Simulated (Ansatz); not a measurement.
# C$_{3}$H$_{8}$N$_{2}$Si: phonon calculation

C$_{3}$H$_{8}$N$_{2}$Si, computed with RHF/def2-SVP (Ansatz 0.2.0).

It belongs to a series of runs on one base structure; here: vibrations at the highest image of the band. Figures and captions count atoms from 1; the log counts them from 0 in places.

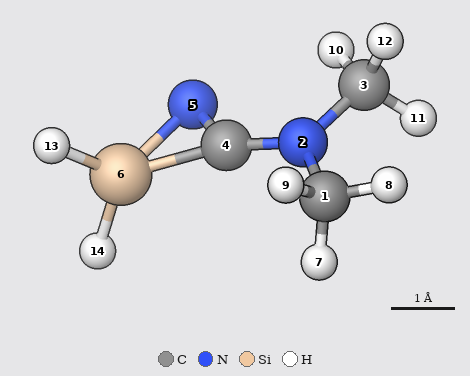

**Figure 1.** The input geometry (ball-and-stick view, seen at a tilt; atoms are numbered from 1 in the order of the input).

**The input**
```yaml
crystal:
  periodic: [false, false, false]
  atoms:
    - { symbol: C, position_ang: [-0.98846, -0.929677, 0.965804] }
    - { symbol: "N", position_ang: [0.135632, -0.461652, 0.186805] }
    - { symbol: C, position_ang: [1.321963, -1.28302, 0.069769] }
    - { symbol: C, position_ang: [0.079226, 0.726656, -0.427326] }
    - { symbol: "N", position_ang: [0.926369, 1.347169, -1.160419] }
    - { symbol: Si, position_ang: [-0.519585, 2.306013, -0.996709] }
    - { symbol: H, position_ang: [-1.888943, -1.03288, 0.356904] }
    - { symbol: H, position_ang: [-0.750791, -1.908174, 1.378433] }
    - { symbol: H, position_ang: [-1.211306, -0.260066, 1.799031] }
    - { symbol: H, position_ang: [2.047605, -0.76064, -0.545875] }
    - { symbol: H, position_ang: [1.09152, -2.243541, -0.397982] }
    - { symbol: H, position_ang: [1.765937, -1.474485, 1.049839] }
    - { symbol: H, position_ang: [-0.547431, 3.503696, -0.139564] }
    - { symbol: H, position_ang: [-1.474738, 2.441601, -2.109911] }
basis:
  gaussian: { orbitals: def2-SVP }
hamiltonian:
  xc: hf
phonons: {}
```

Launch command:
```bash
ansatz run input.yaml --threads 2 --pin off --max-ram 3072MiB --backend cpu --events-out ev --progress --plain --runs-dir out
```

**Output**
```
Engine: ansatz 0.2.0, aarch64-unknown-linux-gnu
Functional definition: HF
  exchange = exact_x
  correlation = 0
1437 factors; integrals over basis functions are off by at most 2.6e-4 eV
mean field evaluation 1: about -14030.5301 eV, gradient 3.8e1 eV
mean field evaluation 2: about -14030.7256 eV, gradient 3.8e1 eV
mean field evaluation 4: about -14034.7267 eV, gradient 5.5e0 eV
mean field evaluation 8: about -14034.8294 eV, gradient 4.0e-1 eV
mean field -14034.83119724 eV, -515.7705333484 hartree, gradient 1.5e-5 eV, S^2 0.000000; 0 other end points of the search recorded, 0 dependent functions left out
the calculation of the forces begins
reference -14034.83119724 eV, -515.7705333484 hartree; 27, 27 occupied and 101, 101 virtual orbitals, 1437 factors
these checks for a lower state are left out or cut short: stability, starts, cluster_reference, orbital_swaps, neighbouring_geometries, increment
1437 factors; integrals over basis functions are off by at most 2.6e-4 eV
mean field evaluation 16: about -14034.8310 eV, gradient 7.1e-5 eV
mean field -14034.83100835 eV, -515.7705264068 hartree, gradient 3.5e-6 eV, S^2 0.000000; 0 other end points of the search recorded, 0 dependent functions left out
[... from here on the field's lines of each further geometry are left out, up to the last ...]
the calculation of the forces begins
reference -14034.83115938 eV, -515.7705319570 hartree; 27, 27 occupied and 101, 101 virtual orbitals, 1437 factors
these checks for a lower state are left out or cut short: stability, starts, cluster_reference, orbital_swaps, neighbouring_geometries, increment
1437 factors; integrals over basis functions are off by at most 2.6e-4 eV
mean field evaluation 512: about -14034.6342 eV, gradient 6.4e-1 eV
mean field -14034.83115744 eV, -515.7705318859 hartree, gradient 2.6e-6 eV, S^2 0.000000; 0 other end points of the search recorded, 0 dependent functions left out
the calculation of the forces begins
reference -14034.83115744 eV, -515.7705318859 hartree; 27, 27 occupied and 101, 101 virtual orbitals, 1437 factors
WARN: phonons: modes at or below zero, which the zero-point energy, F, S and C_V leave out: 1, the lowest at -181.95 cm⁻¹. A minimum has none, and a first-order saddle one
Total energy: -14034.83119724 eV, -515.7705333484 hartree
Atom 0 at    -0.988460    -0.929677     0.965804 Å, force    -0.000578    -0.000480     0.000397 eV/Å
Atom 1 at     0.135632    -0.461652     0.186805 Å, force    -0.001740     0.001029    -0.000844 eV/Å
Atom 2 at     1.321963    -1.283020     0.069769 Å, force     0.002268    -0.001409    -0.000319 eV/Å
Atom 3 at     0.079226     0.726656    -0.427326 Å, force    -0.000179     0.000865     0.000223 eV/Å
Atom 4 at     0.926369     1.347169    -1.160419 Å, force     0.000596    -0.000640     0.000189 eV/Å
Atom 5 at    -0.519585     2.306013    -0.996709 Å, force     0.000139     0.000303    -0.000352 eV/Å
Atom 6 at    -1.888943    -1.032880     0.356904 Å, force    -0.000263     0.000191    -0.000436 eV/Å
Atom 7 at    -0.750791    -1.908174     1.378433 Å, force     0.000792    -0.000554     0.000049 eV/Å
Atom 8 at    -1.211306    -0.260066     1.799031 Å, force    -0.000060     0.000554     0.000148 eV/Å
Atom 9 at     2.047605    -0.760640    -0.545875 Å, force    -0.000537     0.000049     0.000015 eV/Å
Atom 10 at     1.091520    -2.243541    -0.397982 Å, force    -0.000486     0.000383     0.000522 eV/Å
Atom 11 at     1.765937    -1.474485     1.049839 Å, force     0.000203     0.000260    -0.000025 eV/Å
Atom 12 at    -0.547431     3.503696    -0.139564 Å, force    -0.000227    -0.000495     0.000017 eV/Å
Atom 13 at    -1.474738     2.441601    -2.109911 Å, force     0.000073    -0.000056     0.000416 eV/Å
Dipole moment:    -0.415196    -0.264585     0.337429 e Å
Vibrations: -181.95 111.46 141.50 209.96 211.54 380.55 455.96 526.10 632.03 705.98 726.78 751.77 850.96 1032.84 1077.82 1168.58 1216.66 1255.43 1274.21 1419.78 1523.80 1558.53 1586.90 1590.69 1604.50 1615.93 1624.07 1794.21 2367.10 2379.79 3166.82 3177.63 3235.63 3248.93 3292.04 3331.03 cm⁻¹, zero-point energy 3.176941 eV
```

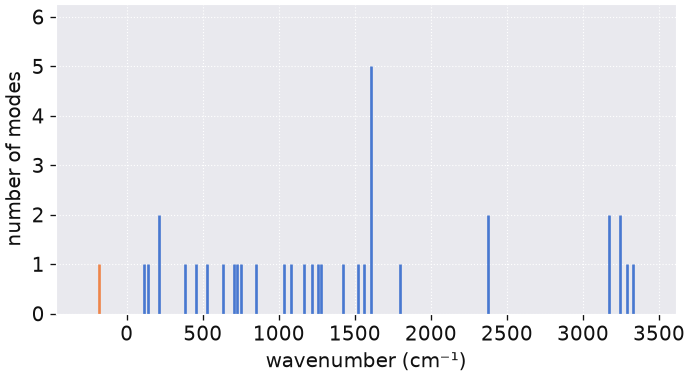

**Figure 2.** Harmonic vibrational wavenumbers from the force constants; neighbouring modes closer than 16 cm⁻¹ are counted in one stick, and imaginary ones are drawn at negative wavenumbers. 36 modes from 182i to 3331 cm⁻¹, 1 imaginary beyond 8i (182i cm⁻¹): a first-order saddle point, if the geometry is stationary.

**Key numbers**

| quantity | value |
| --- | --- |
| outcome | converged |
| total energy | −14034.8312 eV |
| mean-field energy | −14034.8312 eV |
| largest force (length of the vector) | 0.003 eV/Å |
| hardware | 2 threads of Arm Neoverse V1, 24 GiB of memory available, shared host |
| wall time | 2.5 min (CPU time 4.9 min) |
| peak memory | 0.3 GiB |
